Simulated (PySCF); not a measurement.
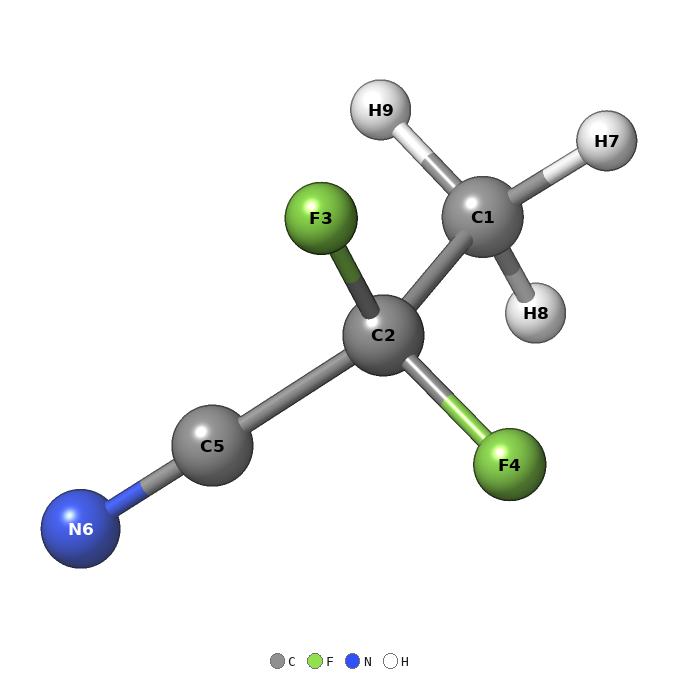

The geometry was computed by an optimisation with PBE0-D3(BJ)/def2-SVP. No frequency run is at hand to confirm it as a minimum. Properties computed with B3LYP/pcJ-1 indirect spin-spin coupling, non-relativistic, gas phase (PySCF 2.14.0). Isotopes: 13C, 19F, 1H, 15N.

Give the spin–spin coupling constants of these pairs, with the number of bonds between them: C1/H9, C1/H8, C2/C5, C2/F3, C2/F4, C5/N6, C2/N6, C2/H7, F3/F4, H7/H9, H7/H8, F4/N6, F4/H9, F4/H8.

```
  pair  bonds apart  J (Hz)
C1, H9            1   139.0
C1, H8            1   138.9
C2, C5            1    93.2
C2, F3            1  −302.1
C2, F4            1  −302.0
C5, N6            1   −17.0
C2, N6            2     2.0
C2, H7            2    −8.9
F3, F4            2   265.4
H7, H9            2   −14.3
H7, H8            2   −14.3
F4, N6            3     0.6
F4, H9            3    41.8
F4, H8            3     2.4
```

Density functionals are unreliable for couplings to fluorine, so those rows may be far off.
